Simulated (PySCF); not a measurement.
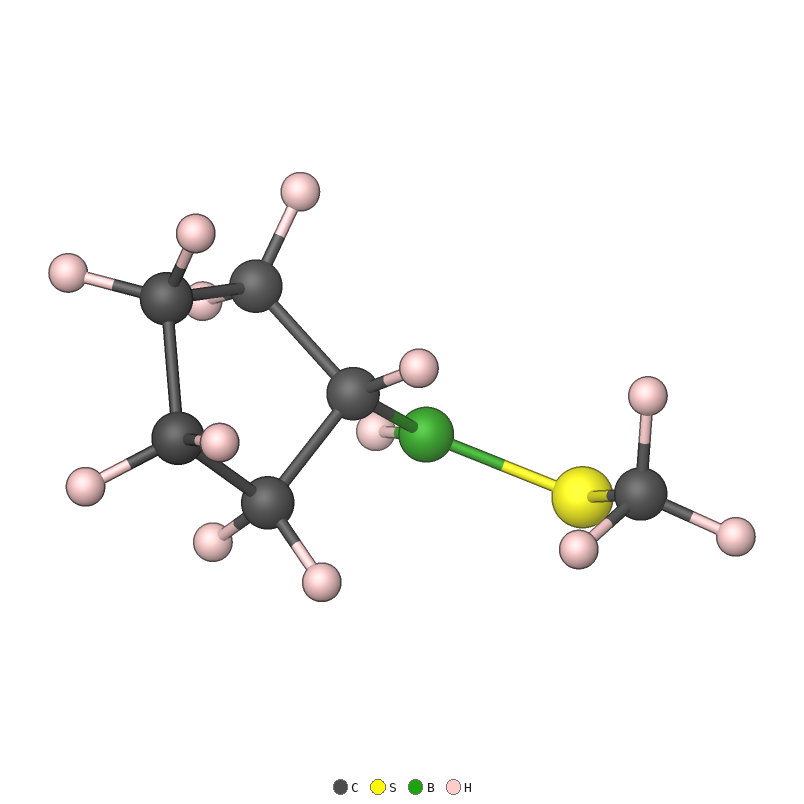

Ball-and-stick drawing of a structure. Every bond is drawn as one stick, whatever its order.

The geometry was computed by an optimisation with PBE0-D3(BJ)/def2-SVP. No frequency run is at hand to confirm it as a minimum.

What is the molecular formula?

C₆H₁₃BS, 21 atoms: 6 carbon, 13 hydrogen, 1 boron and 1 sulfur.

How many bonds of each kind are drawn?

12 C–H, 5 C–C, 1 C–S, 1 B–S, 1 C–B, 1 B–H.

Describe its rings.

Independent rings (smallest set): 1 of 5 members.

Name functional groups in it.

Among them: B–H bond.

The parts below concern this one geometry. Atoms keep their numbers from picture to picture.

### Shape

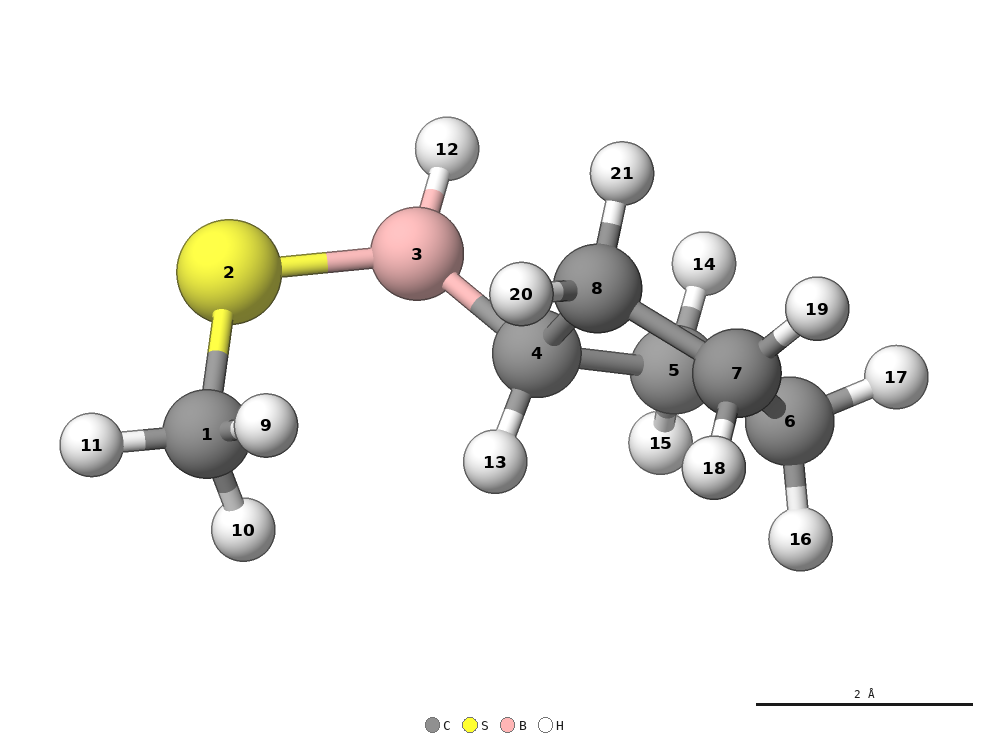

Atoms carry their numbers in the input. No frequency run is at hand to confirm it as a minimum.

List the bonds and their lengths. Leave out bonds to hydrogen.

| bond | length (Å) | order |
| --- | --- | --- |
| C1–S2 | 1.816 | single |
| S2–B3 | 1.772 | single |
| B3–C4 | 1.567 | single |
| C4–C5 | 1.534 | single |
| C4–C8 | 1.543 | single |
| C5–C6 | 1.539 | single |
| C6–C7 | 1.545 | single |
| C7–C8 | 1.535 | single |

### Electronic properties

No frequency run is at hand to confirm it as a minimum. Properties computed with PBE0/pcSseg-1, gas phase (PySCF 2.14.0).

What is the dipole moment?

2.04 D.

Give the LUMO energy (Kohn–Sham orbital) at this level.

−0.67 eV.

Give the HOMO energy (Kohn–Sham orbital) at this level.

−7.52 eV.

### Ring current

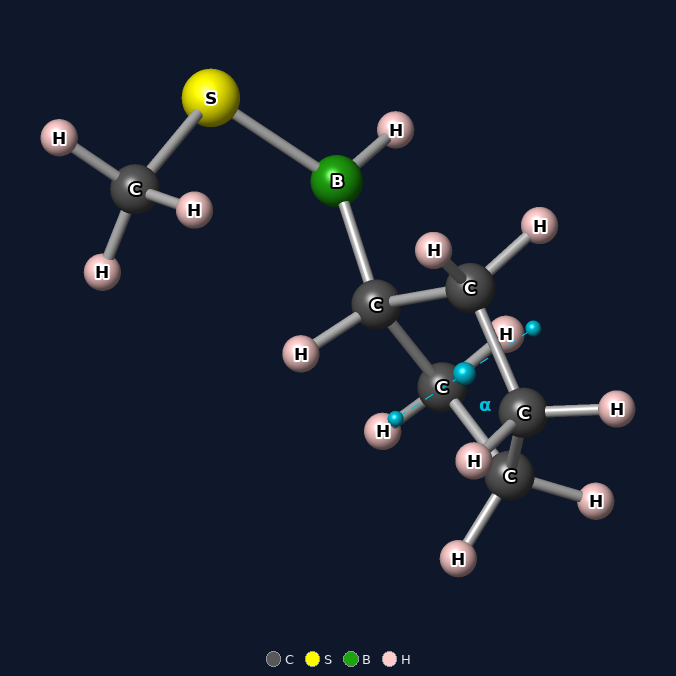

The small points mark where nucleus-independent chemical shifts (NICS) were computed: at the centre of each lettered ring and 1 Å above and below it. No frequency run is at hand to confirm it as a minimum. Properties computed with GIAO mPW1PW91/pcSseg-1 NMR shielding, non-relativistic, gas phase (PySCF 2.14.0).

Give NICS(0), NICS(1) and the out-of-plane component NICS(1)zz for each ring (means of the two sides).

| ring | members | NICS(0) | NICS(1) | NICS(1)zz |
| --- | --- | --- | --- | --- |
| α | C5 | −5.8 | −4.1 | −4.7 |

Values in ppm.

What do the values say about the ring currents?

Ring α: weak, as in a non-aromatic ring. NICS is one index among several.

### NMR shielding

The questions are on isotropic NMR shieldings of the C atoms. No frequency run is at hand to confirm it as a minimum. Level of theory: GIAO PBE0/pcSseg-1 NMR shielding, non-relativistic, IEF-PCM tetrahydrofuran (PySCF 2.14.0).

Give the isotropic NMR shieldings of the C atoms atom by atom.

```
atom  σ (ppm)
  C1    169.3
  C4    148.3
  C5    149.4
  C6    158.1
  C7    157.2
  C8    154.1
```
